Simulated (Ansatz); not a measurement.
**Hypothetical P6_422 BAs: carrier doping**

Take BAs (space group P6_422, No. 181; a = 3.4587 Å, c = 7.4818 Å; a hypothetical phase, not in the database extracts checked) as the base.

Carriers are added at fixed cell with a uniform background; the Fermi–Dirac width is that of 300 K.

Level of theory: PBE in Ansatz (plane waves to 420 eV, PAW, spin-orbit coupling left out).

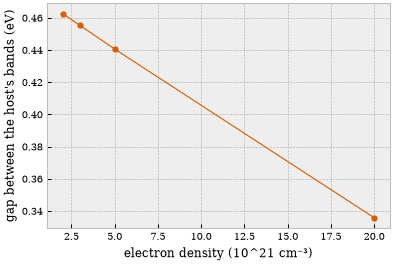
Gap between the host's bands against electron density

Problem. From the plot, what is the gap between the host's bands for electrons 2.0×10^21 cm⁻³?

Solution. About 0.46 eV.

Problem. Is the trend monotonic over the range shown?

Solution. Yes, it falls throughout, spanning 0.34 eV to 0.46 eV.

Carriers are added with a uniform compensating background; total energy and stress of such cells depend on the potential's zero and are not compared; many-body gap narrowing is missing at this level. No phonon test of stability was made. The base started in P3_121 and relaxed to P6_422 at this level.

Ansatz is a first-principles code.
